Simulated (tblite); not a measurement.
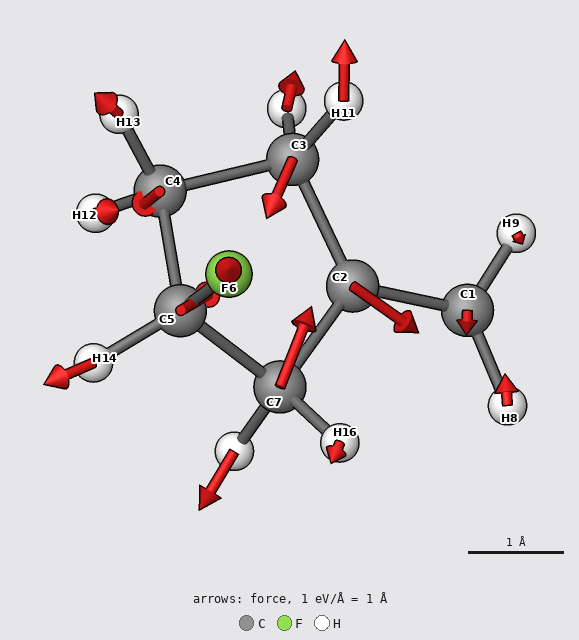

Starting geometry of C6H9F (charge −1, multiplicity 2) with the computed forces as red arrows. Style: ball-and-stick. Shown at a tilt.

Method: tblite, GFN2-xTB geometry optimisation, gas phase. 

**Is this structure relaxed? If not, where do the atoms go?**

It isn't relaxed: the largest force vector, on a C atom, is 1.03 eV/Å. The final displacements have little in common with the starting forces (cosine between the two patterns −0.11). The atom that moves furthest after the best rigid fit is the F atom (1.85 Å). By element the largest moves are F 1.85 Å, H 1.59 Å, C 0.51 Å. Among the contacts that change: C–F 1.368 → 1.416 Å, C–C 1.479 → 1.527 Å, C–C 1.497 → 1.521 Å, C–H 1.086 → 1.104 Å. Bond angles that change, for instance: H–C–H 119.7° → 111.4°, C–C–C 123.8° → 117.2°, C–C–C 112.7° → 106.8°. Groups turn about C–C by about 85°, C–C by about 70°, C–C by about 65°. Over 168 geometry steps the energy falls by 10.4 kcal/mol. The run took 1.4 s on 1 thread of Intel(R) Xeon(R) Processor @ 2.70GHz, on a shared host.
